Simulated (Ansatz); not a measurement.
## SiN2H8O: geometry relaxation (part 1 of 2)

The run: geometry relaxation of SiN2H8O. Method and program: RKS PBE0-D4/6-31G* (Ansatz 0.2.0).

The input holds or restrains some coordinates. Forces given for the steps count only the free coordinates. It belongs to a series of runs on one base structure; here: pulled along the bonds that form and break, towards end B. Figures and captions count atoms from 1; the log counts them from 0 in places.

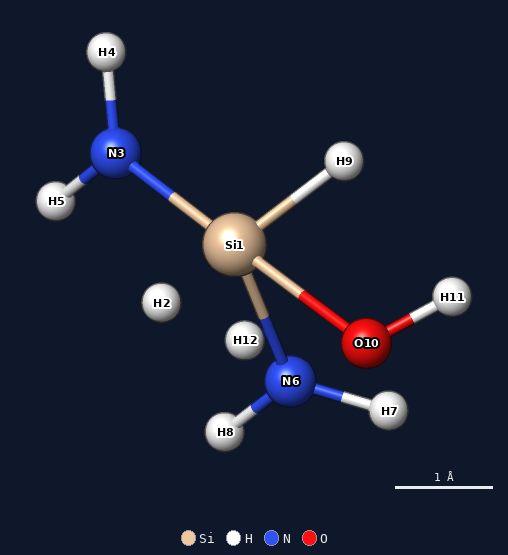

Fig. 1: The starting structure (ball-and-stick view, seen at a tilt; atoms are numbered from 1 in the order of the input).

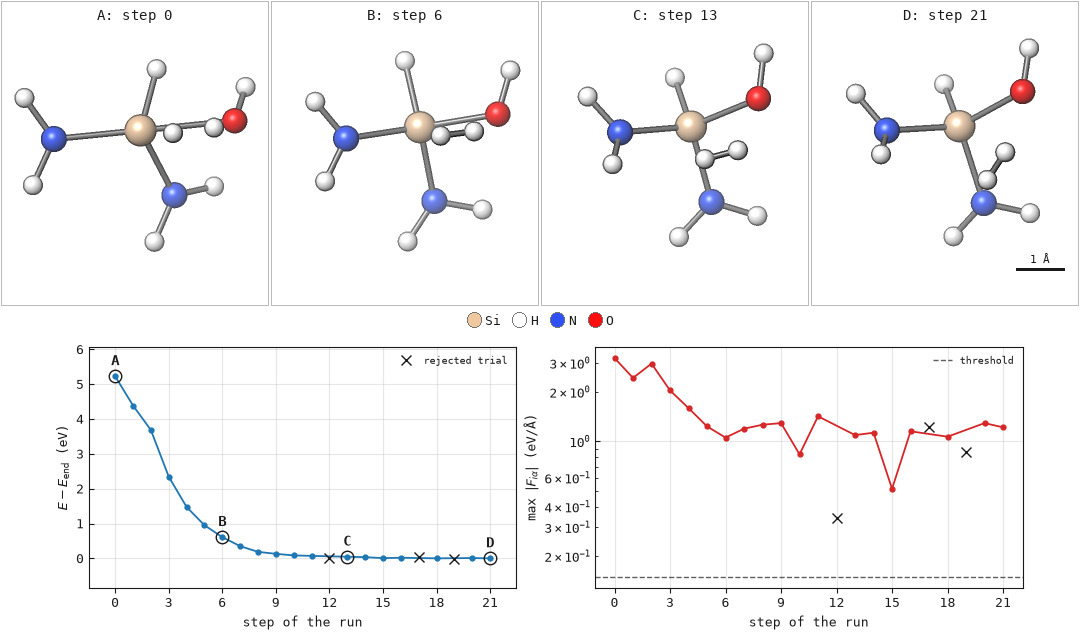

Fig. 2: Frames of the restrained relaxation (ball-and-stick view, seen at a tilt) above the curves, on which the letters mark them (the first geometry is step 0 here and step 1 in the log).

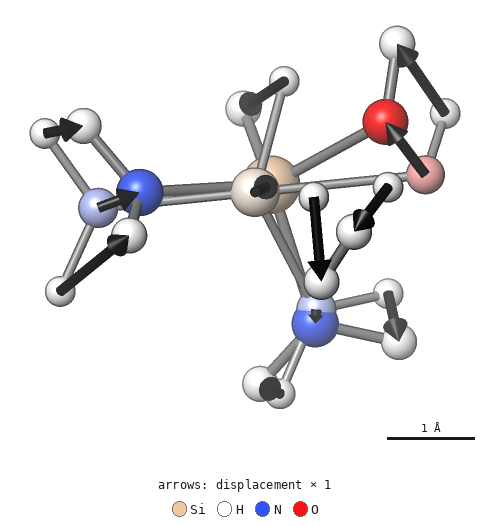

Fig. 3: Start (faint) and end (solid) with the displacements as black arrows, at true length (ball-and-stick view, seen at a tilt). The two geometries are laid on each other by the best rigid fit. Over 21 geometry steps the energy falls by 5.228 eV. Largest force component: 3.2 eV/Å at the start, 1.2 eV/Å at the end. The line search rejected the trial steps at points 12, 17, 19 (counted from 0) and went back. The largest moves after the best rigid fit, 1.39 Å, are those of H5 and H9. By element the largest moves are H 1.39 Å, O 0.78 Å, Si 0.74 Å, N 0.51 Å. Among the contacts that change: Si1–O10 1.980 → 1.675 Å, H2–H12 0.963 → 0.709 Å, Si1–N3 1.820 → 1.715 Å, N3–H4 1.060 → 1.010 Å. New bonds form: H2–H12 (0.96 → 0.71 Å). Among the angles that change: N3–Si1–O10 178.9° → 120.9°, H9–Si1–O10 70.0° → 104.9°, N6–Si1–O10 70.0° → 104.0°. (Atoms are counted from 1 in the order of the input.)

The input that produced these results follows, with the program's output.

Input:
```yaml
crystal:
  periodic: [false, false, false]
  atoms:
    - { symbol: Si, position_ang: [0.0, 0.0, 0.0] }
    - { symbol: H, position_ang: [0.0, 0.0, 1.81] }
    - { symbol: "N", position_ang: [1.7163, 0.0, -0.6061] }
    - { symbol: H, position_ang: [2.2145, -0.918, -0.7868] }
    - { symbol: H, position_ang: [2.2175, 0.918, -0.7783] }
    - { symbol: "N", position_ang: [-0.8572, 1.4851, -0.6061] }
    - { symbol: H, position_ang: [-1.8773, 1.43, -0.8888] }
    - { symbol: H, position_ang: [-0.3367, 2.4058, -0.6766] }
    - { symbol: H, position_ang: [-0.6877, -1.1914, -0.4862] }
    - { symbol: O, position_ang: [-1.879, 0.0, 0.6243] }
    - { symbol: H, position_ang: [-2.4241, -0.6297, 0.053] }
    - { symbol: H, position_ang: [-0.9605, 0.0, 1.7351] }
basis:
  gaussian: { orbitals: "6-31G*" }
hamiltonian:
  xc: pbe0
  dispersion: d4
relax:
  f_tol: 0.15
  max_steps: 25
  restrain:
    - { distance: [0, 9], at: 1.68, k: 30.0 }
    - { distance: [11, 1], at: 0.66, k: 30.0 }
    - { distance: [0, 1], at: 2.66, k: 30.0 }
    - { distance: [11, 9], at: 2.21, k: 30.0 }
```

Command:
```bash
ansatz run input.yaml --threads 1 --pin off --max-ram 2048MiB --backend cpu --events-out ev --progress --plain --runs-dir out
```

Log:
```
The last accepted step is kept in [file] (removed where the run ends without a failure and the disk answers)
Engine: ansatz 0.2.0, aarch64-unknown-linux-gnu
Functional definition: PBE0
  parameter a = 0.25
  parameter kappa = 0.804
  parameter beta = 0.06672455060314922
  exchange = (1 - a)*pbe_x(kappa = kappa, mu = beta*pi^2/3) + a*exact_x
  correlation = pbe_c(beta = beta)
907 factors; integrals over basis functions are off by at most 6.8e-4 eV
mean field evaluation 1: about -13008.8530 eV, gradient 8.2e1 eV
mean field evaluation 2: about -12976.4744 eV, gradient 1.4e2 eV
mean field evaluation 4: about -13021.3698 eV, gradient 1.0e1 eV
mean field evaluation 8: about -13021.6128 eV, gradient 4.7e-1 eV
mean field evaluation 16: about -13021.6135 eV, gradient 1.1e-4 eV
mean field -13021.61349562 eV, -478.5354695973 hartree, gradient 2.3e-5 eV, S^2 0.000000; 0 other end points of the search recorded, 0 dependent functions left out
the calculation of the forces begins
reference -13021.61351910 eV, -478.5354704601 hartree; 22, 22 occupied and 58, 58 virtual orbitals, 907 factors
relax step   1: F+E_penalty+E_count = -13021.79768798 eV  Δ(F+E_penalty+E_count) = +0.000e0 eV  max|allowed force component| = 3.215e0 eV/Å  E_restraint = 22.43050891 eV  max|allowed force component, restraints' pulls added| = 2.498e1 eV/Å  Δτ_max = 0.0000 Å  (28 SCF iters, accepted)
  distance Si 0 - O 9 = 1.9800 Å
  distance H 11 - H 1 = 0.9634 Å
  distance Si 0 - H 1 = 1.8100 Å
  distance H 11 - O 9 = 1.4414 Å
these checks for a lower state are left out or cut short: starts, cluster_reference, orbital_swaps, neighbouring_geometries, increment
907 factors; integrals over basis functions are off by at most 6.5e-4 eV
mean field -13022.45947785 eV, -478.5665588709 hartree, gradient 1.6e-5 eV, S^2 0.000000; 0 other end points of the search recorded, 0 dependent functions left out
[... from here on the field's lines of each further geometry are left out, up to the last ...]
relax step   2: F+E_penalty+E_count = -13022.63817522 eV  Δ(F+E_penalty+E_count) = -8.405e-1 eV  max|allowed force component| = 2.432e0 eV/Å  E_restraint = 8.59524364 eV  max|allowed force component, restraints' pulls added| = 1.434e1 eV/Å  Δτ_max = 0.1949 Å  (35 SCF iters, accepted)
relax step   3: F+E_penalty+E_count = -13023.34066266 eV  Δ(F+E_penalty+E_count) = -7.025e-1 eV  max|allowed force component| = 2.972e0 eV/Å  E_restraint = 1.63686608 eV  max|allowed force component, restraints' pulls added| = 6.976e0 eV/Å  Δτ_max = 0.1948 Å  (34 SCF iters, accepted)
relax step   4: F+E_penalty+E_count = -13024.67929843 eV  Δ(F+E_penalty+E_count) = -1.339e0 eV  max|allowed force component| = 2.042e0 eV/Å  E_restraint = 0.08848554 eV  max|allowed force component, restraints' pulls added| = 1.489e0 eV/Å  Δτ_max = 0.1949 Å  (29 SCF iters, accepted)
relax step   5: F+E_penalty+E_count = -13025.54876391 eV  Δ(F+E_penalty+E_count) = -8.695e-1 eV  max|allowed force component| = 1.594e0 eV/Å  E_restraint = 0.05621886 eV  max|allowed force component, restraints' pulls added| = 9.115e-1 eV/Å  Δτ_max = 0.1983 Å  (27 SCF iters, accepted)
relax step   6: F+E_penalty+E_count = -13026.07306290 eV  Δ(F+E_penalty+E_count) = -5.243e-1 eV  max|allowed force component| = 1.233e0 eV/Å  E_restraint = 0.06106154 eV  max|allowed force component, restraints' pulls added| = 1.233e0 eV/Å  Δτ_max = 0.1950 Å  (27 SCF iters, accepted)
relax step   7: F+E_penalty+E_count = -13026.41463263 eV  Δ(F+E_penalty+E_count) = -3.416e-1 eV  max|allowed force component| = 1.055e0 eV/Å  E_restraint = 0.05914620 eV  max|allowed force component, restraints' pulls added| = 9.876e-1 eV/Å  Δτ_max = 0.1951 Å  (27 SCF iters, accepted)
relax step   8: F+E_penalty+E_count = -13026.67318594 eV  Δ(F+E_penalty+E_count) = -2.586e-1 eV  max|allowed force component| = 1.194e0 eV/Å  E_restraint = 0.05340096 eV  max|allowed force component, restraints' pulls added| = 6.924e-1 eV/Å  Δτ_max = 0.1950 Å  (28 SCF iters, accepted)
relax step   9: F+E_penalty+E_count = -13026.83796415 eV  Δ(F+E_penalty+E_count) = -1.648e-1 eV  max|allowed force component| = 1.263e0 eV/Å  E_restraint = 0.05136919 eV  max|allowed force component, restraints' pulls added| = 4.010e-1 eV/Å  Δτ_max = 0.1950 Å  (26 SCF iters, accepted)
relax step  10: F+E_penalty+E_count = -13026.89400292 eV  Δ(F+E_penalty+E_count) = -5.604e-2 eV  max|allowed force component| = 1.291e0 eV/Å  E_restraint = 0.04776512 eV  max|allowed force component, restraints' pulls added| = 3.868e-1 eV/Å  Δτ_max = 0.2000 Å  (26 SCF iters, accepted)
relax step  11: F+E_penalty+E_count = -13026.93982466 eV  Δ(F+E_penalty+E_count) = -4.582e-2 eV  max|allowed force component| = 8.339e-1 eV/Å  E_restraint = 0.07645941 eV  max|allowed force component, restraints' pulls added| = 1.012e0 eV/Å  Δτ_max = 0.1972 Å  (26 SCF iters, accepted)
relax step  12: F+E_penalty+E_count = -13026.95322624 eV  Δ(F+E_penalty+E_count) = -1.340e-2 eV  max|allowed force component| = 1.421e0 eV/Å  E_restraint = 0.04048107 eV  max|allowed force component, restraints' pulls added| = 1.429e-1 eV/Å  Δτ_max = 0.2000 Å  (27 SCF iters, accepted)
relax step  13: F+E_penalty+E_count = -13027.00441514 eV  Δ(F+E_penalty+E_count) = -5.119e-2 eV  max|allowed force component| = 3.402e-1 eV/Å  E_restraint = 0.10516646 eV  max|allowed force component, restraints' pulls added| = 2.057e0 eV/Å  Δτ_max = 0.1951 Å  (28 SCF iters, rejected (line search))
relax step  14: F+E_penalty+E_count = -13026.97820546 eV  Δ(F+E_penalty+E_count) = -2.498e-2 eV  max|allowed force component| = 1.092e0 eV/Å  E_restraint = 0.05312018 eV  max|allowed force component, restraints' pulls added| = 5.937e-1 eV/Å  Δτ_max = 0.0951 Å  (28 SCF iters, accepted)
relax step  15: F+E_penalty+E_count = -13026.98954474 eV  Δ(F+E_penalty+E_count) = -1.134e-2 eV  max|allowed force component| = 1.129e0 eV/Å  E_restraint = 0.05118169 eV  max|allowed force component, restraints' pulls added| = 5.066e-1 eV/Å  Δτ_max = 0.0900 Å  (28 SCF iters, accepted)
relax step  16: F+E_penalty+E_count = -13027.01811141 eV  Δ(F+E_penalty+E_count) = -2.857e-2 eV  max|allowed force component| = 5.145e-1 eV/Å  E_restraint = 0.07751348 eV  max|allowed force component, restraints' pulls added| = 1.365e0 eV/Å  Δτ_max = 0.1455 Å  (27 SCF iters, accepted)
relax step  17: F+E_penalty+E_count = -13027.00614099 eV  Δ(F+E_penalty+E_count) = +1.197e-2 eV  max|allowed force component| = 1.152e0 eV/Å  E_restraint = 0.03940225 eV  max|allowed force component, restraints' pulls added| = 3.916e-1 eV/Å  Δτ_max = 0.2000 Å  (27 SCF iters, accepted)
relax step  18: F+E_penalty+E_count = -13026.99350195 eV  Δ(F+E_penalty+E_count) = +1.264e-2 eV  max|allowed force component| = 1.225e0 eV/Å  E_restraint = 0.03941188 eV  max|allowed force component, restraints' pulls added| = 3.499e-1 eV/Å  Δτ_max = 0.2000 Å  (27 SCF iters, rejected (line search))
relax step  19: F+E_penalty+E_count = -13027.02398316 eV  Δ(F+E_penalty+E_count) = -1.784e-2 eV  max|allowed force component| = 1.068e0 eV/Å  E_restraint = 0.04133617 eV  max|allowed force component, restraints' pulls added| = 1.190e-1 eV/Å  Δτ_max = 0.1000 Å  (28 SCF iters, accepted)
relax step  20: F+E_penalty+E_count = -13027.02997406 eV  Δ(F+E_penalty+E_count) = -5.991e-3 eV  max|allowed force component| = 8.650e-1 eV/Å  E_restraint = 0.05788876 eV  max|allowed force component, restraints' pulls added| = 7.240e-1 eV/Å  Δτ_max = 0.0978 Å  (27 SCF iters, rejected (line search))
relax step  21: F+E_penalty+E_count = -13027.01538424 eV  Δ(F+E_penalty+E_count) = +8.599e-3 eV  max|allowed force component| = 1.292e0 eV/Å  E_restraint = 0.03172717 eV  max|allowed force component, restraints' pulls added| = 2.568e-1 eV/Å  Δτ_max = 0.0472 Å  (28 SCF iters, accepted)
the calculation of the forces begins
reference -13026.83959024 eV, -478.7275250325 hartree; 22, 22 occupied and 58, 58 virtual orbitals, 907 factors
relax step  22: F+E_penalty+E_count = -13027.02519019 eV  Δ(F+E_penalty+E_count) = -9.806e-3 eV  max|allowed force component| = 1.217e0 eV/Å  E_restraint = 0.03844720 eV  max|allowed force component, restraints' pulls added| = 4.447e-2 eV/Å  Δτ_max = 0.0500 Å  (27 SCF iters, accepted)
  distance Si 0 - O 9 = 1.6754 Å
  distance H 11 - H 1 = 0.7086 Å
  distance Si 0 - H 1 = 2.6711 Å
  distance H 11 - O 9 = 2.2174 Å
907 factors; integrals over basis functions are off by at most 9.4e-4 eV
mean field -13026.83956603 eV, -478.7275241427 hartree, gradient 7.5e-6 eV, S^2 0.000000; 1 other end points of the search recorded, 0 dependent functions left out
the calculation of the forces begins
reference -13026.83959024 eV, -478.7275250325 hartree; 22, 22 occupied and 58, 58 virtual orbitals, 907 factors
Total energy: -13027.02521441 eV, -478.7343465947 hartree
Atom 0 at    -0.438037    -0.022915    -0.589579 Å, force    -0.148292    -0.168467    -0.222752 eV/Å
Atom 1 at    -0.008549     1.021262     1.831137 Å, force     0.819376     1.217497    -0.263603 eV/Å
Atom 2 at     1.252069    -0.196218    -0.357278 Å, force    -0.013786    -0.044466    -0.040063 eV/Å
Atom 3 at     1.706121    -1.040618    -0.675083 Å, force     0.013959     0.009173     0.001844 eV/Å
Atom 4 at     1.737706     0.222769     0.421839 Å, force     0.000032     0.012466     0.035018 eV/Å
Atom 5 at    -0.759758     1.652685    -0.660202 Å, force    -0.004524    -0.031923     0.016150 eV/Å
Atom 6 at    -1.689562     2.008743    -0.503643 Å, force    -0.030832     0.017757     0.008249 eV/Å
Atom 7 at    -0.185983     2.271679    -1.209926 Å, force     0.034597     0.029944    -0.022807 eV/Å
Atom 8 at    -0.673942    -0.860868    -1.809348 Å, force     0.002169    -0.003989    -0.008820 eV/Å
Atom 9 at    -1.526730    -0.598345     0.546419 Å, force    -0.014336    -0.052465    -0.221567 eV/Å
Atom 10 at    -1.896370    -1.451102     0.291625 Å, force    -0.005197    -0.018592    -0.010110 eV/Å
Atom 11 at    -0.391164     0.492729     2.107539 Å, force    -0.653167    -0.966935     0.728460 eV/Å
Dipole moment:     0.097086    -0.115653    -0.136774 e Å
```

Trajectory as extended XYZ (Å, eV, eV/Å), 18 of the 22 frames kept, from step=1 to step=22:
```
12
Properties=species:S:1:pos:R:3:forces:R:3 step=1 energy=-13021.79769
Si    0.0000    0.0000    0.0000   -2.4728   2.3826  -2.3147
H     0.0000    0.0000    1.8100   -0.0417   0.1408  -0.2512
N     1.7163    0.0000   -0.6061   -0.9225   0.2608   0.6900
H     2.2145   -0.9180   -0.7868   -0.6849   2.0355   0.4164
H     2.2175    0.9180   -0.7783   -0.5514  -2.0503   0.3392
N    -0.8572    1.4851   -0.6061    3.2150   1.5082  -0.7055
H    -1.8773    1.4300   -0.8888    2.2217   0.4090   1.1986
H    -0.3367    2.4058   -0.6766   -1.2936  -1.4033  -0.7424
H    -0.6877   -1.1914   -0.4862    1.7233  -1.4275  -0.4708
O    -1.8790    0.0000    0.6243   -2.0551  -1.7777   1.1395
H    -2.4241   -0.6297    0.0530    0.9506   0.6200   1.9086
H    -0.9605    0.0000    1.7351   -0.0887  -0.6982  -1.2077
12
Properties=species:S:1:pos:R:3:forces:R:3 step=2 energy=-13022.63818
Si   -0.0835    0.0131   -0.1602   -2.2730   1.9331  -1.3851
H    -0.0362    0.0022    2.0015    0.0729   0.0892   0.2058
N     1.6960    0.0033   -0.5994   -1.5141   0.2686   0.6581
H     2.2044   -0.8964   -0.7805   -0.7026   1.5790   0.4273
H     2.2107    0.8979   -0.7734   -0.4857  -1.5265   0.3405
N    -0.8415    1.5138   -0.6324    2.4322   1.1161  -1.0389
H    -1.8551    1.4431   -0.8764    1.7071   0.5265   1.1040
H    -0.3416    2.4072   -0.6888   -0.5694  -0.2883  -0.7918
H    -0.6756   -1.2269   -0.5057    1.3965  -2.0980  -1.0097
O    -1.8977    0.0005    0.5104   -0.5329  -0.8313   1.2151
H    -2.4358   -0.6491    0.0513   -0.0715  -0.6545   0.2788
H    -0.8182   -0.0088    1.8471    0.5405  -0.1139  -0.0041
```
